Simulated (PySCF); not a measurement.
# Si2H4ClF (SMILES F[SiH]([SiH3])Cl): B3LYP/cc-pVTZ

What is the vertical singlet–triplet gap of Si2H4ClF at B3LYP/cc-pVTZ? 

The results are computed with PySCF 2.14.0.

**1. The structure to begin with**

The species is Si2H4ClF (8 atoms), meant as a singlet with charge 0. As SMILES, `F[SiH]([SiH3])Cl`. The shape is that of a PBE0-D4/def2-TZVP optimisation.

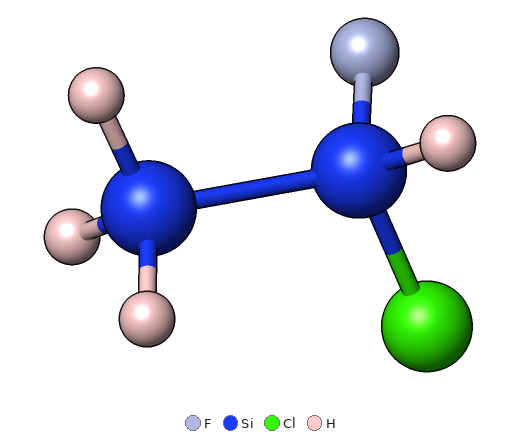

The structure, seen from a chosen angle (fluorine light blue, silicon blue, chlorine green, hydrogen pink).

**2. The energy at B3LYP/cc-pVTZ**

input.py

```python
from pyscf import gto, dft

mol = gto.M(
    atom='''
F     -2.511446     3.395460     0.304624
Si    -0.723576     1.535969    -1.261770
Si     1.018562    -1.498553     1.438648
Cl    -2.899029    -0.245853    -3.922882
H      1.127411     3.128253    -2.631066
H      2.561902    -0.247743     3.424751
H      2.652231    -3.200818    -0.083904
H     -1.051822    -2.974618     2.625963
''',
    max_memory=1860,
    spin=0,
    verbose=3,
    basis='cc-pvtz',
    unit='bohr',
)

mf = dft.RKS(mol)
mf.xc = 'b3lyp'
mf.grids.level = 4
mf.conv_tol = 1e-10
mf.kernel()
if not mf.converged:
    mf = mf.newton().run(mf.mo_coeff, mf.mo_occ)

energy = mf.e_tot
print('E = %.10f Eh' % energy)
```

Run with:

```console
OMP_NUM_THREADS=1 python input.py
```

The program printed:

```text
converged SCF energy = -1141.68070481623
E = -1141.6807048162 Eh
```

Wall time 51 s (1 thread of Arm Neoverse V1, shared host); peak memory 1.8 GiB.

**3. The triplet, same level**

calc.py

```python
from pyscf import gto, dft

mol = gto.M(
    atom=[
    ('F', (-1.329000, 1.796800, 0.161200)),
    ('Si', (-0.382900, 0.812800, -0.667700)),
    ('Si', (0.539000, -0.793000, 0.761300)),
    ('Cl', (-1.534100, -0.130100, -2.075900)),
    ('H', (0.596600, 1.655400, -1.392300)),
    ('H', (1.355700, -0.131100, 1.812300)),
    ('H', (1.403500, -1.693800, -0.044400)),
    ('H', (-0.556600, -1.574100, 1.389600)),
],
    verbose=4,
    spin=2,
    max_memory=1860,
    charge=0,
    basis='cc-pvtz',
)

calc0 = dft.UKS(mol)
calc0.xc = 'b3lyp'
calc0.grids.level = 4
calc0.conv_tol = 1e-10
calc0.kernel()
if not calc0.converged:
    calc0 = calc0.newton().run(calc0.mo_coeff, calc0.mo_occ)

etot = calc0.e_tot
print('Final energy', etot)
```

Run with:

```console
OMP_NUM_THREADS=1 python calc.py
```

The program printed:

```text
PySCF version 2.14.0

[INPUT] num. atoms = 8
[INPUT] num. electrons = 58
[INPUT] charge = 0
[INPUT] spin (= nelec alpha-beta = 2S) = 2
[INPUT] symmetry False subgroup None
[INPUT] Mole.unit = angstrom
[INPUT] Symbol           X                Y                Z      unit          X                Y                Z       unit  Magmom
[INPUT]  1 F     -1.329000000000   1.796800000000   0.161200000000 AA   -2.511446019547   3.395459900619   0.304623851280 Bohr   0.0
[INPUT]  2 Si    -0.382900000000   0.812800000000  -0.667700000000 AA   -0.723576133096   1.535969394046  -1.261770133372 Bohr   0.0
[INPUT]  3 Si     0.539000000000  -0.793000000000   0.761300000000 AA    1.018562381141  -1.498552816780   1.438648498631 Bohr   0.0
[INPUT]  4 Cl    -1.534100000000  -0.130100000000  -2.075900000000 AA   -2.899028847695  -0.245853368806  -3.922882461985 Bohr   0.0
[INPUT]  5 H      0.596600000000   1.655400000000  -1.392300000000 AA    1.127410605916   3.128252626605  -2.631065683232 Bohr   0.0
[INPUT]  6 H      1.355700000000  -0.131100000000   1.812300000000 AA    2.561901707073  -0.247743094930   3.424750655549 Bohr   0.0
[INPUT]  7 H      1.403500000000  -1.693800000000  -0.044400000000 AA    2.652230615827  -3.200818109788  -0.083903839931 Bohr   0.0
[INPUT]  8 H     -0.556600000000  -1.574100000000   1.389600000000 AA   -1.051821560933  -2.974617892678   2.625963422696 Bohr   0.0

nuclear repulsion = 276.204993626189
number of shells = 60
number of NR pGTOs = 283
number of NR cGTOs = 188
basis = cc-pvtz
ecp = {}

******** <class 'pyscf.dft.uks.UKS'> ********
method = UKS
initial guess = minao
damping factor = 0
level_shift factor = 0
DIIS = <class 'pyscf.scf.diis.CDIIS'>
diis_start_cycle = 1
diis_space = 8
diis_damp = 0
SCF conv_tol = 1e-10
SCF conv_tol_grad = None
SCF max_cycles = 50
direct_scf = True
direct_scf_tol = 1e-13
number electrons alpha = 30  beta = 28
[... 19 lines left out ...]
[... the frontier-level lines of each cycle are left out ...]
[... 5 lines left out ...]
[... 5 lines left out ...]
[... 5 lines left out ...]
[... 5 lines left out ...]
[... 5 lines left out ...]
[... 5 lines left out ...]
[... 5 lines left out ...]
[... 5 lines left out ...]
[... 5 lines left out ...]
[... 5 lines left out ...]
[... 5 lines left out ...]
[... 5 lines left out ...]

cycle= 13 E= -1141.46695262616  delta_E= -1.93e-08  |g|= 3.88e-05  |ddm|= 0.000734


cycle= 14 E= -1141.46695264795  delta_E= -2.18e-08  |g|= 3.14e-05  |ddm|= 0.000962


cycle= 15 E= -1141.46695266787  delta_E= -1.99e-08  |g|= 2.46e-05  |ddm|= 0.00104


cycle= 16 E= -1141.46695269307  delta_E= -2.52e-08  |g|= 1.68e-05  |ddm|= 0.00171


cycle= 17 E= -1141.46695270497  delta_E= -1.19e-08  |g|= 1.29e-05  |ddm|= 0.0013


cycle= 18 E= -1141.4669527103  delta_E= -5.33e-09  |g|= 7.01e-06  |ddm|= 0.00111


cycle= 19 E= -1141.46695271125  delta_E= -9.46e-10  |g|= 3.18e-06  |ddm|= 0.000597


cycle= 20 E= -1141.46695271129  delta_E= -3.87e-11  |g|= 1.49e-06  |ddm|= 7.85e-05


Extra cycle  E= -1141.46695271129  delta_E= -9.09e-13  |g|= 2.14e-06  |ddm|= 7.85e-06
converged SCF energy = -1141.46695271129  <S^2> = 2.0042699  2S+1 = 3.0028452
Final energy -1141.466952711287
```

Wall time 2.6 min (1 thread of Arm Neoverse V1, shared host); peak memory 1.8 GiB.

**4. Results**

Level: B3LYP/cc-pVTZ.

| quantity | value |
| --- | --- |
| singlet: total energy | -1141.68070 Eh |
| singlet: dipole moment | 1.59 D |
| singlet: HOMO energy | -8.19 eV |
| singlet: LUMO energy | -0.67 eV |
| singlet: HOMO–LUMO gap | 7.52 eV |
| triplet: total energy | -1141.46695 Eh |
| triplet: dipole moment | 1.57 D |
| triplet: HOMO energy (highest over α and β) | -2.61 eV |
| triplet: ⟨S²⟩ | 2.004 |
| vertical energy of the triplet above the singlet | 5.816 eV |

In words: At this shape the triplet lies 5.82 eV (134 kcal/mol) above the singlet.
